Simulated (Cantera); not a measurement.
Input: 1 mol (CH₃)₂SiCl₂, 0.011 mol C₂H₄, 1.4 mol H₂, held at 0.0100 bar.

Equilibrium computed with Cantera from the NASA thermochemical tables; the gas is ideal and each condensed phase is pure. Candidate condensed phases: C, C₆H₆, C₇H₈, C₈H₁₈, Si, SiC; 109 gas species. The feed counts by its element totals alone. The tables' values for SiCl₃, SiCl are old estimates; treat these amounts as uncertain. The numbers say what is thermodynamically allowed, not how fast it happens.

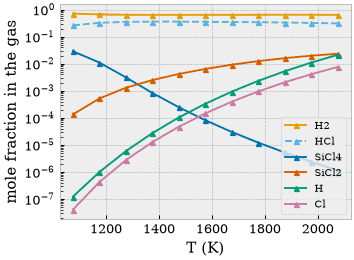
Fig. 1. Equilibrium gas composition (values under 1e-9 drawn at 1e-9)

From 1075 K to 2075 K the condensed part is C(graphite) + SiC(s). The main Si-bearing gas is SiCl₄ at 1075 K and SiCl₂ at 2075 K. The share of Si in condensed phases is highest at 1375 K (97.8 %) and lowest at 1075 K (84.0 %).
